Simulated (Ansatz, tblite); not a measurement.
**Cyclo-(H2SiSe)2 (Si₂H₄Se₂): charged states by level of theory**

Aim: the energy of removing an electron for cyclo-(H2SiSe)2 (Si₂H₄Se₂), by energy differences, and how well orbital energies stand in for it.

Computed with Ansatz 0.2.0, Gaussian basis. Level: as each input shows.

Plan: charge +1 doublet, at the geometry of the singlet (PBE0-D4/def2-TZVP, PBE-D4/def2-TZVP, r2SCAN-D4/def2-TZVP); charge +1 doublet, relaxed (PBE0-D4/def2-TZVP, PBE-D4/def2-TZVP); the starting singlet's energies come from earlier runs.

## 1. The structure

The geometry is that of the singlet, from an earlier relaxation (PBE0-D4/def2-SVP).

8 atoms, charge 0, spin multiplicity 1.

Atoms are counted from 1 here; the program's logs count them from 0.

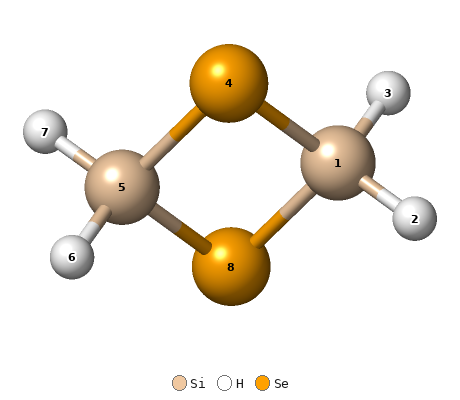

The structure; silicon light orange, hydrogen white, selenium orange; atoms are numbered from 1 in the order of the file.

Geometry (Å):

| atom | x (Å) | y (Å) | z (Å) |
| --- | --- | --- | --- |
| Si1 | 1.4211 | 0.0353 | 0.3947 |
| H2 | 2.1366 | -1.0301 | 1.1543 |
| H3 | 2.3786 | 1.1401 | 0.1008 |
| Se4 | -0.4384 | 0.7831 | 1.5084 |
| Si5 | -1.4210 | -0.0351 | -0.3948 |
| H6 | -2.3759 | -1.1418 | -0.0992 |
| H7 | -2.1397 | 1.0283 | -1.1542 |
| Se8 | 0.4387 | -0.7798 | -1.5100 |

## 2. Charge +1 doublet at the fixed geometry, first pass, PBE0-D4/def2-SVP

The input, in.yaml:

```yaml
crystal:
  periodic: [false, false, false]
  atoms:
    - {symbol: Si, position_ang: [1.421065, 0.035283, 0.394684]}
    - {symbol: H, position_ang: [2.136581, -1.030086, 1.154274]}
    - {symbol: H, position_ang: [2.378603, 1.140141, 0.100825]}
    - {symbol: Se, position_ang: [-0.438370, 0.783127, 1.508352]}
    - {symbol: Si, position_ang: [-1.421047, -0.035095, -0.394772]}
    - {symbol: H, position_ang: [-2.375882, -1.141825, -0.099160]}
    - {symbol: H, position_ang: [-2.139694, 1.028257, -1.154228]}
    - {symbol: Se, position_ang: [0.438734, -0.779802, -1.509964]}
basis:
  gaussian: {orbitals: def2-SVP}
total_charge: 1
magnetization: {spin_polarized: true, initial_magnetization: 1}
hamiltonian: {xc: pbe0, dispersion: d4}
output: {orbitals: {seedname: orbitals}}
```

The run is started by

```
ansatz run in.yaml --threads 4 --pin off --events-out ev --progress --plain --max-ram 3916MiB
```

Standard output:

```text
Functional definition: PBE0
  name "PBE0"
  cite "Adamo & Barone, J. Chem. Phys. 110, 6158 (1999) doi:10.1063/1.478522"
  cite "Perdew, Burke & Ernzerhof, Phys. Rev. Lett. 77, 3865 (1996) doi:10.1103/PhysRevLett.77.3865"
  parent pbe
  parameter a = 0.25
  parameter kappa = 0.804
  parameter beta = 0.06672455060314922
  exchange = (1 - a)*pbe_x(kappa = kappa, mu = beta*pi^2/3) + a*exact_x
  correlation = pbe_c(beta = beta)
1158 factors; integrals over basis functions are off by at most 8.9e-4 eV
mean field evaluation 1: about -146469.7069 eV, gradient 8.7e0 eV
mean field evaluation 2: about -146469.9256 eV, gradient 7.3e0 eV
mean field evaluation 4: about -146470.2173 eV, gradient 2.1e0 eV
mean field evaluation 8: about -146470.2650 eV, gradient 1.5e-1 eV
mean field evaluation 16: about -146470.2651 eV, gradient 2.5e-3 eV
mean field evaluation 32: about -146470.2142 eV, gradient 3.2e-4 eV
mean field -146470.26514923 eV, -5382.6829631225 hartree, gradient 6.4e-6 eV, S^2 0.753762; 4 other end points of the search recorded, 0 dependent functions left out
reference -146470.26517347 eV, -5382.6829640136 hartree; 50, 49 occupied and 70, 71 virtual orbitals, 1158 factors
Total energy: -146470.51017343 eV, -5382.6919675960 hartree
```

It took 15 s on 4 threads of Arm Neoverse N1, shared host.

From the report: HOMO -12.07 eV, LUMO -10.97 eV (over both spins); ⟨S²⟩ 0.754 (pure: 0.75).

## 3. Charge +1 doublet at the fixed geometry, PBE0-D4/def2-TZVP

start.molden holds the orbitals of an earlier run on this state, given as this run's starting guess.

Changes to in.yaml since step 2:

```diff
@@ -12,3 +12,3 @@
 basis:
-  gaussian: {orbitals: def2-SVP}
+  gaussian: {orbitals: def2-TZVP, initial_orbitals: start.molden}
 total_charge: 1
@@ -16,2 +16,3 @@
 hamiltonian: {xc: pbe0, dispersion: d4}
+scf: {omitted_lower_state_checks: [starts]}
 output: {orbitals: {seedname: orbitals}}
```

Same command.

Standard output:

```text
Functional definition: PBE0
  name "PBE0"
  cite "Adamo & Barone, J. Chem. Phys. 110, 6158 (1999) doi:10.1063/1.478522"
  cite "Perdew, Burke & Ernzerhof, Phys. Rev. Lett. 77, 3865 (1996) doi:10.1103/PhysRevLett.77.3865"
  parent pbe
  parameter a = 0.25
  parameter kappa = 0.804
  parameter beta = 0.06672455060314922
  exchange = (1 - a)*pbe_x(kappa = kappa, mu = beta*pi^2/3) + a*exact_x
  correlation = pbe_c(beta = beta)
these checks for a lower state are left out or cut short: starts
1536 factors; their error is unknown
mean field evaluation 1: about -146489.1034 eV, gradient 1.3e2 eV
mean field evaluation 2: about -146490.9836 eV, gradient 3.7e0 eV
mean field evaluation 4: about -146491.9527 eV, gradient 3.9e-1 eV
mean field evaluation 8: about -146491.9531 eV, gradient 1.9e-5 eV
mean field -146491.95305891 eV, -5383.4799791029 hartree, gradient 1.6e-5 eV, S^2 0.754643; 0 other end points of the search recorded, 0 dependent functions left out
reference -146491.95309340 eV, -5383.4799803703 hartree; 50, 49 occupied and 144, 145 virtual orbitals, 1536 factors
Total energy: -146492.19809336 eV, -5383.4889839528 hartree
Checks for a lower state left out: starts
```

It took 15 s on 4 threads of Arm Neoverse N1, shared host; peak memory 0.92 GiB.

HOMO -12.00 eV, LUMO -10.90 eV (over both spins); ⟨S²⟩ 0.755 (pure: 0.75).

## 4. Charge +1 doublet at the fixed geometry, PBE-D4/def2-TZVP

Changes to in.yaml since step 3:

```diff
@@ -15,3 +15,3 @@
 magnetization: {spin_polarized: true, initial_magnetization: 1}
-hamiltonian: {xc: pbe0, dispersion: d4}
+hamiltonian: {xc: pbe, dispersion: d4}
 scf: {omitted_lower_state_checks: [starts]}
```

The command is unchanged.

Standard output:

```text
Functional definition: PBE
  name "PBE"
  cite "Perdew, Burke & Ernzerhof, Phys. Rev. Lett. 77, 3865 (1996) doi:10.1103/PhysRevLett.77.3865"
  parent pbe
  parameter kappa = 0.804
  parameter beta = 0.06672455060314922
  exchange = pbe_x(kappa = kappa, mu = beta*pi^2/3)
  correlation = pbe_c(beta = beta)
these checks for a lower state are left out or cut short: starts
1454 factors; their error is unknown
mean field evaluation 1: about -146486.3956 eV, gradient 9.9e0 eV
mean field evaluation 2: about -146486.5289 eV, gradient 2.0e-1 eV
mean field evaluation 4: about -146486.4582 eV, gradient 1.3e-3 eV
mean field evaluation 8: about -146486.4582 eV, gradient 7.6e-6 eV
mean field -146486.45816428 eV, -5383.2780454497 hartree, gradient 7.6e-6 eV, S^2 0.751892; 0 other end points of the search recorded, 0 dependent functions left out
reference -146486.45821040 eV, -5383.2780471448 hartree; 50, 49 occupied and 144, 145 virtual orbitals, 1454 factors
Total energy: -146486.74554694 eV, -5383.2886065677 hartree
Checks for a lower state left out: starts
```

Run time: 7 s. Hardware: 4 threads of Arm Neoverse N1, shared host.

From the report: HOMO -11.33 eV, LUMO -11.26 eV (over both spins); ⟨S²⟩ 0.752 (pure: 0.75).

## 5. Charge +1 doublet at the fixed geometry, r2SCAN-D4/def2-TZVP

Changes to in.yaml since step 4:

```diff
@@ -15,3 +15,3 @@
 magnetization: {spin_polarized: true, initial_magnetization: 1}
-hamiltonian: {xc: pbe, dispersion: d4}
+hamiltonian: {xc: r2scan, dispersion: d4}
 scf: {omitted_lower_state_checks: [starts]}
```

Same command.

Standard output:

```text
Functional definition: r2SCAN
  name "r2SCAN"
  cite "Furness, Kaplan, Ning, Perdew & Sun, J. Phys. Chem. Lett. 11, 8208 (2020) doi:10.1021/acs.jpclett.0c02405"
  cite "Furness, Kaplan, Ning, Perdew & Sun, J. Phys. Chem. Lett. 11, 9248 (2020) doi:10.1021/acs.jpclett.0c03077"
  parent r2scan
  parameter k0 = 0.174
  parameter k1 = 0.065
  parameter a1 = 4.9479
  exchange = r2scan_x(k0 = k0, k1 = k1, a1 = a1)
  correlation = r2scan_c
these checks for a lower state are left out or cut short: starts
1454 factors; their error is unknown
mean field evaluation 1: about -146512.1587 eV, gradient 7.3e0 eV
mean field evaluation 2: about -146512.2167 eV, gradient 9.7e-2 eV
mean field evaluation 4: about -146512.1464 eV, gradient 3.6e-4 eV
mean field evaluation 8: about -146512.1464 eV, gradient 1.4e-5 eV
mean field -146512.14640799 eV, -5384.2220709939 hartree, gradient 1.4e-5 eV, S^2 0.754553; 0 other end points of the search recorded, 0 dependent functions left out
reference -146512.14642397 eV, -5384.2220715811 hartree; 50, 49 occupied and 144, 145 virtual orbitals, 1454 factors
Total energy: -146512.20573557 eV, -5384.2242512422 hartree
Checks for a lower state left out: starts
```

It took 18 s on 4 threads of Arm Neoverse N1, shared host.

HOMO -11.51 eV, LUMO -11.40 eV (over both spins); ⟨S²⟩ 0.755 (pure: 0.75).

## 6. Vertical ionisation energy

Charged state less starting state, singlet to doublet; the starting state's energies are those of its earlier runs.

| level | vertical ionisation energy (eV) | time |
| --- | --- | --- |
| PBE-D4/def2-TZVP | +8.73 | 11 s |
| r2SCAN-D4/def2-TZVP | +8.93 | 26 s |
| PBE0-D4/def2-TZVP | +9.11 | 22 s |

Times add the two runs; a level without a time comes out of a correlated run.

Beside −ε(HOMO) of the starting state:

| level | −ε(HOMO) (eV) | by difference (eV) | mismatch (eV) |
| --- | --- | --- | --- |
| PBE-D4/def2-TZVP | 6.15 | 8.73 | -2.58 |
| r2SCAN-D4/def2-TZVP | 6.44 | 8.93 | -2.49 |
| PBE0-D4/def2-TZVP | 7.28 | 9.11 | -1.84 |

## 7. Relaxing the charge +1 doublet

Changes to in.yaml since step 5:

```diff
@@ -12,7 +12,8 @@
 basis:
-  gaussian: {orbitals: def2-TZVP, initial_orbitals: start.molden}
+  gaussian: {orbitals: def2-SVP}
 total_charge: 1
 magnetization: {spin_polarized: true, initial_magnetization: 1}
-hamiltonian: {xc: r2scan, dispersion: d4}
-scf: {omitted_lower_state_checks: [starts]}
+hamiltonian: {xc: pbe0, dispersion: d4}
+scf: {lower_state_search: "off"}
 output: {orbitals: {seedname: orbitals}}
+relax: {f_tol: 0.02, max_steps: 100}
```

Same command.

Standard output, shortened:

```text
Functional definition: PBE0
  name "PBE0"
  cite "Adamo & Barone, J. Chem. Phys. 110, 6158 (1999) doi:10.1063/1.478522"
  cite "Perdew, Burke & Ernzerhof, Phys. Rev. Lett. 77, 3865 (1996) doi:10.1103/PhysRevLett.77.3865"
  parent pbe
[...]
1224 factors; integrals over basis functions are off by at most 2.7e-4 eV
[...]
mean field -146470.26514869 eV, -5382.6829631030 hartree, gradient 2.8e-6 eV, S^2 0.753762; 0 other end points of the search recorded, 0 dependent functions left out
[...]
reference -146470.26517294 eV, -5382.6829639941 hartree; 50, 49 occupied and 70, 71 virtual orbitals, 1224 factors
relax step   1: F+E_penalty+E_count = -146470.51014865 eV  Δ(F+E_penalty+E_count) = +0.000e0 eV  max|allowed force component| = 4.323e-1 eV/Å  Δτ_max = 0.0000 Å  (16 SCF iters, accepted)
[...]
Total energy: -146470.56320382 eV, -5382.6939164266 hartree
Atom 0 at     1.415090     0.035262     0.392959 Å, force     0.007091     0.000212     0.001951 eV/Å
Atom 1 at     2.054247    -1.075348     1.153786 Å, force    -0.003560     0.001782    -0.001957 eV/Å
Atom 2 at     2.306078     1.181874     0.058140 Å, force    -0.004056    -0.001870    -0.000211 eV/Å
Atom 3 at    -0.447203     0.798349     1.538795 Å, force    -0.000706     0.001094     0.002444 eV/Å
Atom 4 at    -1.415044    -0.034820    -0.393170 Å, force    -0.007083    -0.000139    -0.001986 eV/Å
Atom 5 at    -2.303099    -1.183246    -0.056561 Å, force     0.003973     0.001968     0.000135 eV/Å
Atom 6 at    -2.057551     1.073820    -1.153951 Å, force     0.003665    -0.001678     0.001934 eV/Å
Atom 7 at     0.447472    -0.795890    -1.539986 Å, force     0.000676    -0.001368    -0.002310 eV/Å
Dipole moment:    -0.000043    -0.000386     0.000187 e Å
Checks for a lower state left out: stability, starts, cluster_reference, orbital_swaps, neighbouring_geometries, increment
```

Run time: 19 s. Hardware: 4 threads of Arm Neoverse N1, shared host.

The steps of the relaxation:

| step | energy from step 1 (eV) | largest force component (eV/Å) |
| --- | --- | --- |
| 1 | 0.0000 | 0.4323 |
| 2 | -0.0416 | 0.3189 |
| 3 | -0.0525 | 0.0993 |
| 4 | -0.0530 | 0.0071 |

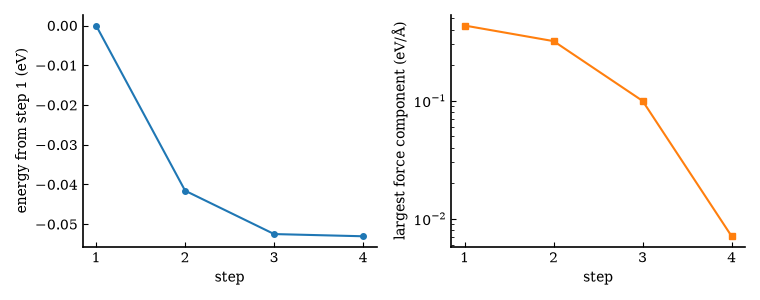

Energy and force, step by step.

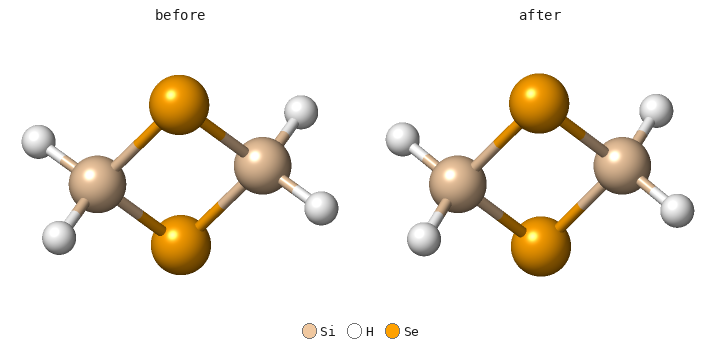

Before and after, at one scale.

Distances of close pairs at the start and the end, largest changes first:

```
   bond  before (Å)  after (Å)  change (Å)
Si5–Se8       2.293      2.316      +0.023
Si1–Se4       2.293      2.316      +0.023
Se4–Si5       2.293      2.316      +0.023
Si1–Se8       2.293      2.316      +0.023
 Si5–H7       1.491      1.490      -0.001
 Si1–H3       1.491      1.490      -0.001
 Si1–H2       1.491      1.490      -0.001
 Si5–H6       1.491      1.490      -0.001
```

## 8. Charge +1 doublet, PBE0-D4/def2-TZVP

The input, in.yaml:

```yaml
crystal:
  periodic: [false, false, false]
  atoms:
    - {symbol: Si, position_ang: [1.415090, 0.035262, 0.392959]}
    - {symbol: H, position_ang: [2.054247, -1.075348, 1.153786]}
    - {symbol: H, position_ang: [2.306078, 1.181874, 0.058140]}
    - {symbol: Se, position_ang: [-0.447203, 0.798349, 1.538795]}
    - {symbol: Si, position_ang: [-1.415044, -0.034820, -0.393170]}
    - {symbol: H, position_ang: [-2.303099, -1.183246, -0.056561]}
    - {symbol: H, position_ang: [-2.057551, 1.073820, -1.153951]}
    - {symbol: Se, position_ang: [0.447472, -0.795890, -1.539986]}
basis:
  gaussian: {orbitals: def2-TZVP, initial_orbitals: start.molden}
total_charge: 1
magnetization: {spin_polarized: true, initial_magnetization: 1}
hamiltonian: {xc: pbe0, dispersion: d4}
scf: {omitted_lower_state_checks: [starts]}
output: {orbitals: {seedname: orbitals}}
```

Same command.

Standard output:

```text
Functional definition: PBE0
  name "PBE0"
  cite "Adamo & Barone, J. Chem. Phys. 110, 6158 (1999) doi:10.1063/1.478522"
  cite "Perdew, Burke & Ernzerhof, Phys. Rev. Lett. 77, 3865 (1996) doi:10.1103/PhysRevLett.77.3865"
  parent pbe
  parameter a = 0.25
  parameter kappa = 0.804
  parameter beta = 0.06672455060314922
  exchange = (1 - a)*pbe_x(kappa = kappa, mu = beta*pi^2/3) + a*exact_x
  correlation = pbe_c(beta = beta)
these checks for a lower state are left out or cut short: starts
1536 factors; their error is unknown
mean field evaluation 1: about -146489.1599 eV, gradient 1.3e2 eV
mean field evaluation 2: about -146491.0311 eV, gradient 3.7e0 eV
mean field evaluation 4: about -146492.0024 eV, gradient 3.9e-1 eV
mean field evaluation 8: about -146492.0027 eV, gradient 2.7e-5 eV
mean field -146492.00271687 eV, -5383.4818039990 hartree, gradient 1.4e-5 eV, S^2 0.754297; 0 other end points of the search recorded, 0 dependent functions left out
reference -146492.00275111 eV, -5383.4818052575 hartree; 50, 49 occupied and 144, 145 virtual orbitals, 1536 factors
Total energy: -146492.24782486 eV, -5383.4908115518 hartree
Checks for a lower state left out: starts
```

Wall time 19 s (4 threads of Arm Neoverse N1, shared host); peak memory 1 GiB.

Report: HOMO -11.90 eV, LUMO -10.78 eV (over both spins); ⟨S²⟩ 0.754 (pure: 0.75).

## 9. Charge +1 doublet, PBE-D4/def2-TZVP

Changes to in.yaml since step 8:

```diff
@@ -15,3 +15,3 @@
 magnetization: {spin_polarized: true, initial_magnetization: 1}
-hamiltonian: {xc: pbe0, dispersion: d4}
+hamiltonian: {xc: pbe, dispersion: d4}
 scf: {omitted_lower_state_checks: [starts]}
```

Launched as before.

Standard output:

```text
Functional definition: PBE
  name "PBE"
  cite "Perdew, Burke & Ernzerhof, Phys. Rev. Lett. 77, 3865 (1996) doi:10.1103/PhysRevLett.77.3865"
  parent pbe
  parameter kappa = 0.804
  parameter beta = 0.06672455060314922
  exchange = pbe_x(kappa = kappa, mu = beta*pi^2/3)
  correlation = pbe_c(beta = beta)
these checks for a lower state are left out or cut short: starts
1454 factors; their error is unknown
mean field evaluation 1: about -146486.4557 eV, gradient 9.9e0 eV
mean field evaluation 2: about -146486.5893 eV, gradient 1.8e-1 eV
mean field evaluation 4: about -146486.5197 eV, gradient 8.1e-4 eV
mean field evaluation 8: about -146486.5197 eV, gradient 1.9e-5 eV
mean field -146486.51967940 eV, -5383.2803060885 hartree, gradient 1.9e-5 eV, S^2 0.751787; 0 other end points of the search recorded, 0 dependent functions left out
reference -146486.51972513 eV, -5383.2803077693 hartree; 50, 49 occupied and 144, 145 virtual orbitals, 1454 factors
Total energy: -146486.80696626 eV, -5383.2908636861 hartree
Checks for a lower state left out: starts
```

Run time: 7 s. Hardware: 4 threads of Arm Neoverse N1, shared host.

Report: HOMO -11.27 eV, LUMO -11.16 eV (over both spins); ⟨S²⟩ 0.752 (pure: 0.75).

## 10. Adiabatic ionisation energy

Charged state less starting state, singlet to doublet; the starting state's energies are those of its earlier runs.

```
            level  adiabatic ionisation energy (eV)  time
 PBE-D4/def2-TZVP                             +8.67  11 s
PBE0-D4/def2-TZVP                             +9.06  26 s
```

Times add the two runs; a level without a time comes out of a correlated run.

## 11. Outcome

```
                                             quantity                               value
 vertical ionisation energy, functionals in def2-TZVP  8.73 (PBE-D4) to 9.11 eV (PBE0-D4)
adiabatic ionisation energy, functionals in def2-TZVP  8.67 (PBE-D4) to 9.06 eV (PBE0-D4)
      relaxation of the cation side, PBE-D4/def2-TZVP                             0.06 eV
```

The vertical ionisation energy spans 8.73 to 9.11 eV over the functionals. −ε(HOMO) misses the level's own difference by -1.84 eV at best (PBE0-D4) and -2.58 eV at worst (PBE-D4). The adiabatic ionisation energy spans 8.67 to 9.06 eV over the functionals. Relaxing the oxidised state gains 0.06 eV at PBE-D4/def2-TZVP.
